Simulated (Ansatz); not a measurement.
Take SnS in the GeS type structure (space group Pnma, No. 62; a = 11.155 Å, b = 4.000 Å, c = 4.261 Å) as the base. Axes: x, y, z lie along a, b, c of the conventional cell.

It is then changed as follows: uniaxial stress, 1 GPa compression along z, with the cell and atoms free to relax against it.

Level of theory: PBE-D3(BJ) in Ansatz (plane waves to 420 eV, PAW, no SOC), earlier PAW set.

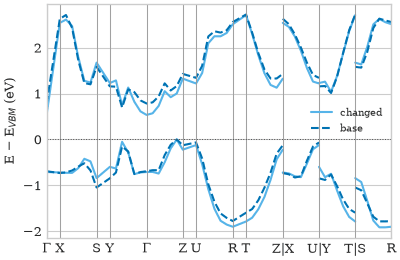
Highest valence and lowest conduction band along the path, each from its own valence-band maximum

Problem. From the figure, how large is the changed gap, and is it direct?

Solution. About 0.5 eV, indirect, Γ–Z (83 % along) → Γ.

Load acts through the strain it causes; cell and atoms are relaxed under it. Beyond what the load breaks, stability against distortions was not tested.

Ansatz is a quantum-chemistry and plane-wave program.
